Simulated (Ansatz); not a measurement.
**Hypothetical zinc blende VSb: pressure series**

The reference is VSb in the zinc blende structure (space group F-43m, No. 216; a = 6.208 Å; ferromagnetic; a hypothetical phase, not in the database extracts checked).

Cell and atoms are relaxed at each pressure.

All numbers come from r2SCAN (Ansatz, an electronic-structure program, PAW, spin-orbit coupling left out).

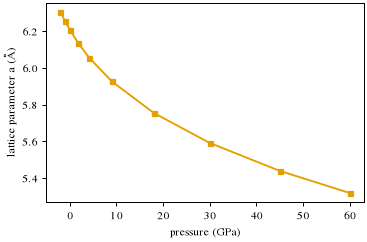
*Lattice parameter a against pressure*

```
pressure (GPa)  lattice parameter a
--------------  -------------------
-2                          6.304 Å
-1                          6.255 Å
1.8                         6.136 Å
4.2                         6.054 Å
9                           5.927 Å
18                          5.755 Å
30                          5.591 Å
45                          5.439 Å
60                          5.319 Å
```

Other magnetic orders, which the real material may have, were not ruled out. Load acts through the strain it causes; cell and atoms are relaxed under it. Stability against distortions was not tested. Competing high-pressure phases were not computed.
